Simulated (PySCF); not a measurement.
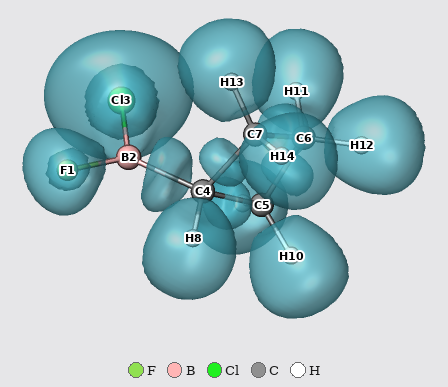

The picture shows: C$_{4}$H$_{7}$BClF (SMILES FB(Cl)C1CCC1). Isosurface of the ELF at 0.75 (cyan), seen from one side. Core shells and regions of very low density are left out.

Geometry: GFN2-xTB.

These are results of PySCF 2.14.0, PBE0/pcSseg-1, SCF density, gas phase, non-relativistic, not measurements.

Input

```
{"job": {"kind": "nmr", "xc": "PBE0", "basis": "pcSseg-1"}, "charge": 0, "multiplicity": 1}
F      2.592386     1.587843     0.332502
B      1.662520     0.865905    -0.277852
Cl     2.137599     0.102100    -1.735416
C      0.226797     0.707513     0.361982
C     -0.948354     0.451794    -0.614089
C     -0.963083    -1.028671    -0.214243
C     -0.028731    -0.711021     0.958355
H      0.038007     1.506703     1.081055
H     -0.741862     0.656226    -1.662050
H     -1.850711     0.981982    -0.318961
H     -0.495003    -1.666344    -0.960110
H     -1.933094    -1.443070     0.049998
H      0.845469    -1.350148     1.061584
H     -0.542618    -0.661284     1.915080
```

Command:

```sh
OMP_NUM_THREADS=1 python probes_run.py task.json out
```

Q: Where are the electrons localised?

A: The surface consists of one region between bonded B–C atoms (shared pairs), four regions between bonded C–C atoms (shared pairs), seven regions around hydrogen nuclei, one region on Cl in which the atom's valence shell and bonds are merged and one region on F in which the atom's valence shell and bonds are merged. Profiles from the grid: B–F (1.33 Å): the ELF peaks at about 0.85 between the atoms: a polar covalent bond. C–C (1.53 Å): the ELF peaks at about 0.95 between the atoms (a covalent bond).
